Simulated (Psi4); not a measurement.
# A workflow on BH2ClO (SMILES OBCl)

Wanted: a geometry optimisation (HF/6-311G**), then vibrational wavenumbers of BH2ClO. Input form: an ASE script.

The calculation is run with Psi4 1.11.

### 1 The molecule

The species is BH2ClO (5 atoms), meant as a singlet with charge 0. As SMILES, `OBCl`. The coordinates come from a PBE0-D4/def2-TZVP relaxation. This is one conformer, not always the lowest. The run starts from this shape.

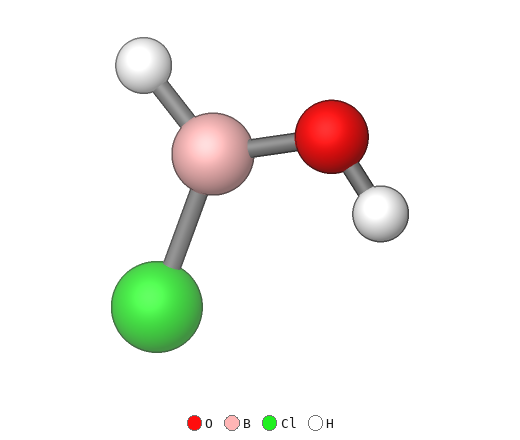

The structure, seen from a chosen angle (oxygen red, boron pink, chlorine green, hydrogen white).

### 2 A structure relaxation at HF/6-311G(d,p) (density fitting) (run 1)

bclh2o_ase.py reads:

```python
import numpy as np
from ase.calculators.psi4 import Psi4
from ase import Atoms
from ase.optimize import LBFGS

a = Atoms(['O', 'B', 'Cl', 'H', 'H'], positions=[
    [-0.863300, -0.618600, -0.002900],
    [0.379000, -0.137200, 0.137900],
    [0.788600, 1.496000, -0.395300],
    [-1.477700, 0.001200, -0.409700],
    [1.223300, -0.815100, 0.628600],
])
calc = Psi4(atoms=a, method='scf', basis='6-311G**', memory='1600MB', num_threads=1, charge=0, multiplicity=1, label='psi4-calc')
a.calc = calc

opt = LBFGS(a)
done = opt.run(fmax=0.05, steps=60)
print('converged:', done)
for s, p in zip(a.symbols, a.positions):
    print(f'{s:2s} {p[0]:12.6f} {p[1]:12.6f} {p[2]:12.6f}')
```

Command:

```
python bclh2o_ase.py
```

psi4-calc.dat:

```text
[...]
  Running in c1 symmetry.
[...]
  Nuclear repulsion =   84.698836939201342
[...]
  Multiplicity = 1
[...]
  Nalpha       = 16
  Nbeta        = 16
[...]
    Number of basis functions: 74
[...]
   @DF-RHF iter   1:  -560.27337670077611   -6.15778e-01   5.65577e-03 ADIIS/DIIS
[...]
   @DF-RHF iter  11:  -560.34241639184188   -5.57066e-12   7.59028e-09 DIIS
[...]
    Orbital Energies [Eh]
    ---------------------
    Doubly Occupied:
       1A   -104.832656     2A    -20.599602     3A    -10.560798
       4A     -8.028616     5A     -8.026728     6A     -8.026504
       7A     -7.689176     8A     -1.413131     9A     -1.107948
      10A     -0.806344    11A     -0.660425    12A     -0.626946
      13A     -0.580585    14A     -0.509779    15A     -0.473603
      16A     -0.461286
[...]
  @DF-RHF Final Energy:  -560.34241639184188
   => Energetics <=
    Nuclear Repulsion Energy =             84.6988369392013425
    One-Electron Energy =                -941.2742478503122356
    Two-Electron Energy =                 296.2329945192690843
    Total Energy =                       -560.3424163918418799
[...]
 Multipole Moments:
 ------------------------------------------------------------------------------------
     Multipole            Electronic (a.u.)      Nuclear  (a.u.)        Total (a.u.)
 ------------------------------------------------------------------------------------
 L = 1.  Multiply by 2.5417464519 to convert [e a0] to [Debye]
 Dipole X            :          0.8750741           -1.3250975           -0.4500234
 Dipole Y            :          1.9013405           -2.0118132           -0.1104726
 Dipole Z            :         -0.5149019            0.4388138           -0.0760881
 Magnitude           :                                                    0.4695899
[...]
  -Total Gradient:
     Atom            X                  Y                   Z
    ------   -----------------  -----------------  -----------------
       1       -0.000294801426     0.000192121884    -0.000155516556
       2        0.000223138036    -0.000255397812     0.000162614450
       3       -0.000565425225    -0.000344030422    -0.000015837612
       4        0.000255423299     0.000363735263    -0.000074609957
       5        0.000381665316     0.000043571089     0.000083349674
[...]
```

Standard output:

```text
Step     Time          Energy          fmax
LBFGS:    0 hh:mm:ss   -15247.672508        1.156735
LBFGS:    1 hh:mm:ss   -15247.689819        0.766844
LBFGS:    2 hh:mm:ss   -15247.693326        0.218769
LBFGS:    3 hh:mm:ss   -15247.693731        0.050212
LBFGS:    4 hh:mm:ss   -15247.693798        0.034044
converged: True
O     -0.863022    -0.607613    -0.007136
B      0.374022    -0.149166     0.141265
Cl     0.791467     1.502934    -0.397260
H     -1.471985    -0.007639    -0.404710
H      1.219418    -0.812216     0.626441
```

It took 8.4 s on 1 thread of AMD EPYC 7R43 (Zen 3), shared host; peak memory 0.23 GiB.

Steps, from the record of the run:

| step | energy from the first frame kept (eV) | largest force (eV/Å) |
| --- | --- | --- |
| 0 | 0.0000 | 1.1567 |
| 1 | -0.0173 | 0.7668 |
| 2 | -0.0208 | 0.2188 |
| 3 | -0.0212 | 0.0502 |
| 4 | -0.0213 | 0.0340 |

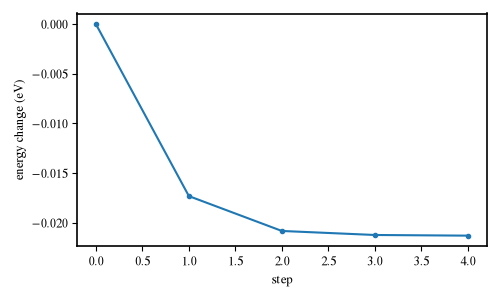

Energy along the run.

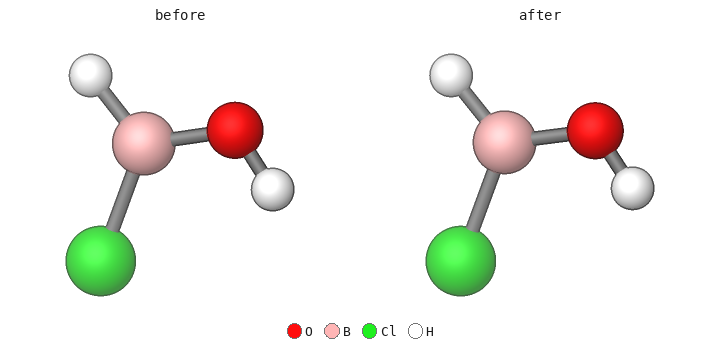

Before and after, at one scale.

After the run. Bond lengths: O1–B2 1.328 Å, B2–Cl3 1.787 Å, O1–H4 0.943 Å, B2–H5 1.179 Å. Angles: O1–B2–Cl3 120.2°, O1–B2–H5 121.3°, Cl3–B2–H5 118.5°, B2–O1–H4 115.4°.

### 3 Vibrational wavenumbers at HF/6-311G(d,p) (density fitting) (run 2)

run.py reads:

```python
import numpy as np
from ase.calculators.psi4 import Psi4
from ase import Atoms
from ase.vibrations import Vibrations

a = Atoms(['O', 'B', 'Cl', 'H', 'H'], positions=[
    [-0.863831, -0.611996, -0.005630],
    [0.373213, -0.153550, 0.142771],
    [0.790659, 1.498551, -0.395753],
    [-1.472794, -0.012022, -0.403204],
    [1.218609, -0.816599, 0.627947],
])
calc = Psi4(atoms=a, method='scf', basis='6-311G**', memory='1600MB', num_threads=1, charge=0, multiplicity=1, label='psi4-calc')
a.calc = calc

vib = Vibrations(a, delta=0.005)
vib.run()
vib.summary()
```

Command:

```
python run.py
```

psi4-calc.dat:

```text
[...]
  Running in c1 symmetry.
[...]
  Nuclear repulsion =   84.690793642239413
[...]
  Multiplicity = 1
[...]
  Nalpha       = 16
  Nbeta        = 16
[...]
    Number of basis functions: 74
[...]
   @DF-RHF iter   1:  -560.27335130405038   -6.16247e-01   5.65689e-03 DIIS/ADIIS
[...]
   @DF-RHF iter  11:  -560.34241270569373   -5.00222e-12   7.59604e-09 DIIS
[...]
    Orbital Energies [Eh]
    ---------------------
    Doubly Occupied:
       1A   -104.832717     2A    -20.599638     3A    -10.560857
       4A     -8.028675     5A     -8.026786     6A     -8.026562
       7A     -7.689405     8A     -1.413171     9A     -1.107993
      10A     -0.806322    11A     -0.660455    12A     -0.626612
      13A     -0.580619    14A     -0.509677    15A     -0.473646
      16A     -0.461281
[...]
  @DF-RHF Final Energy:  -560.34241270569373
   => Energetics <=
    Nuclear Repulsion Energy =             84.6907936422394130
    One-Electron Energy =                -941.2575817309702870
    Two-Electron Energy =                 296.2243753830372270
    Total Energy =                       -560.3424127056936186
[...]
 Multipole Moments:
 ------------------------------------------------------------------------------------
     Multipole            Electronic (a.u.)      Nuclear  (a.u.)        Total (a.u.)
 ------------------------------------------------------------------------------------
 L = 1.  Multiply by 2.5417464519 to convert [e a0] to [Debye]
 Dipole X            :          0.8747978           -1.3250982           -0.4503003
 Dipole Y            :          1.9018780           -2.0118125           -0.1099345
 Dipole Z            :         -0.5211320            0.4435003           -0.0776318
 Magnitude           :                                                    0.4699816
[...]
  -Total Gradient:
     Atom            X                  Y                   Z
    ------   -----------------  -----------------  -----------------
       1       -0.000337052616     0.000213276906    -0.000089137075
       2       -0.000374394471     0.000191788187    -0.000627979626
       3       -0.000602280731    -0.000262089917     0.000043683205
       4        0.000246312717     0.000378717884    -0.000024255586
       5        0.001067415096    -0.000521693066     0.000697689084
[...]
```

Standard output:

```text
---------------------
  #    meV     cm^-1
---------------------
  0    1.9i     15.0i
  1    1.2i      9.3i
  2    0.0i      0.0i
  3    0.0       0.0
  4    0.0       0.0
  5    4.5      35.9
  6   51.3     413.6
  7   82.0     661.7
  8   94.6     763.0
  9  116.8     941.8
 10  136.5    1100.6
 11  154.0    1242.3
 12  177.5    1431.3
 13  347.3    2801.1
 14  516.3    4164.2
---------------------
Zero-point energy: 0.840 eV
```

Run time: 38 s. Hardware: 1 thread of AMD EPYC 7R43 (Zen 3), shared host; peak memory 0.27 GiB.

### 4 Results

| quantity | value |
| --- | --- |
| run 1, HF/6-311G**: total energy at the end | -560.34242 Eh |
| run 1, HF/6-311G**: dipole moment | 1.19 D |
| run 1, HF/6-311G**: HOMO energy | -12.55 eV |
| run 1, HF/6-311G**: LUMO energy | 3.50 eV |
| run 1, HF/6-311G**: HOMO–LUMO gap | 16.05 eV |

What this shows: The optimisation (run 1, HF/6-311G**) took 4 steps and changed the energy by -0.021 eV.
